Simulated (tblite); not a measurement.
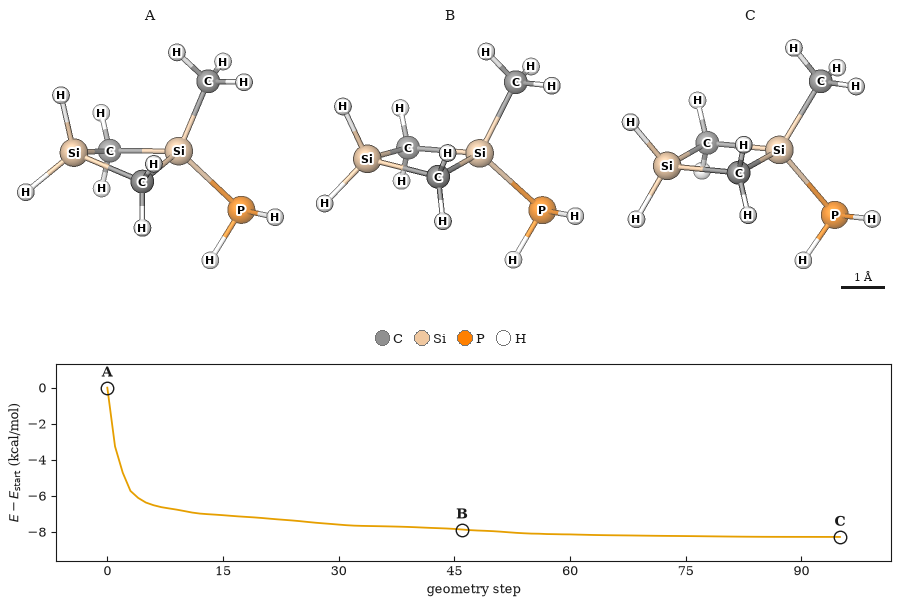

Frames of a relaxation of C3H11PSi2, marked on the history of the run. A ball-and-stick model, seen face on.

Computed with GFN2-xTB geometry optimisation, gas phase in tblite. 

> What happens along the run?

After 95 geometry steps the energy has fallen by 8.28 kcal/mol. The largest move after the best rigid fit is that of an H atom, 0.96 Å. Largest moves by element: H 0.96 Å, Si 0.35 Å, C 0.30 Å, P 0.22 Å. Near-neighbour distances that change, for instance: C–Si 1.818 → 1.904 Å, C–Si 1.876 → 1.933 Å, P–Si 2.202 → 2.259 Å, H–P 1.412 → 1.383 Å. Bond angles that change, for instance: P–Si–C 112.2° → 117.7°, Si–C–Si 86.9° → 92.2°, H–C–H 111.0° → 106.7°. Groups turn about C–Si by about 25°, C–Si by about 20°, C–Si by about 20°. Cost: 1.3 s on 1 thread of Arm Neoverse N1, with other jobs on the host. From step 0 to 46: an H atom moves most (0.50 Å), energy −7.87 kcal/mol. From step 46 to 95: an H atom moves most (0.49 Å), energy −0.41 kcal/mol.

```json
{"step": "0", "E − E(0), kcal/mol": "0.00"}
{"step": "1", "E − E(0), kcal/mol": "-3.26"}
{"step": "2", "E − E(0), kcal/mol": "-4.71"}
{"step": "3", "E − E(0), kcal/mol": "-5.73"}
{"step": "4", "E − E(0), kcal/mol": "-6.11"}
{"step": "5", "E − E(0), kcal/mol": "-6.37"}
{"step": "6", "E − E(0), kcal/mol": "-6.52"}
{"step": "7", "E − E(0), kcal/mol": "-6.63"}
{"step": "8", "E − E(0), kcal/mol": "-6.70"}
{"step": "9", "E − E(0), kcal/mol": "-6.76"}
{"step": "10", "E − E(0), kcal/mol": "-6.84"}
{"step": "14", "E − E(0), kcal/mol": "-7.04"}
{"step": "19", "E − E(0), kcal/mol": "-7.19"}
{"step": "23", "E − E(0), kcal/mol": "-7.33"}
{"step": "28", "E − E(0), kcal/mol": "-7.52"}
{"step": "32", "E − E(0), kcal/mol": "-7.65"}
{"step": "37", "E − E(0), kcal/mol": "-7.70"}
{"step": "41", "E − E(0), kcal/mol": "-7.76"}
{"step": "46", "E − E(0), kcal/mol": "-7.87"}
{"step": "50", "E − E(0), kcal/mol": "-7.96"}
{"step": "55", "E − E(0), kcal/mol": "-8.09"}
{"step": "59", "E − E(0), kcal/mol": "-8.13"}
{"step": "64", "E − E(0), kcal/mol": "-8.18"}
{"step": "68", "E − E(0), kcal/mol": "-8.20"}
{"step": "73", "E − E(0), kcal/mol": "-8.22"}
{"step": "77", "E − E(0), kcal/mol": "-8.24"}
{"step": "82", "E − E(0), kcal/mol": "-8.26"}
{"step": "86", "E − E(0), kcal/mol": "-8.27"}
{"step": "91", "E − E(0), kcal/mol": "-8.27"}
{"step": "95", "E − E(0), kcal/mol": "-8.28"}
```
